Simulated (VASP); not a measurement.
Band structure of HgS (zinc blende). Computed with PBE GGA, VASP's PBE PAW potentials (set 64) (plane waves; VASP).

Unless said otherwise, spin-orbit coupling is left out, though it shifts the bands of the heavy elements here.

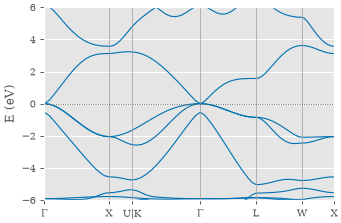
Bands along high-symmetry lines, zero at the valence-band maximum or, without a gap, the Fermi level

### Question
Read the plot: is there a gap, and where are the band edges?

### Answer
It has no gap at this level: it comes out as a metal or semimetal. (Edges off the drawn lines would not show.)

The compound is HgS in the zinc blende structure, metacinnabar; cinnabar is the stable form. It was relaxed first, which changed the volume by +7 %.
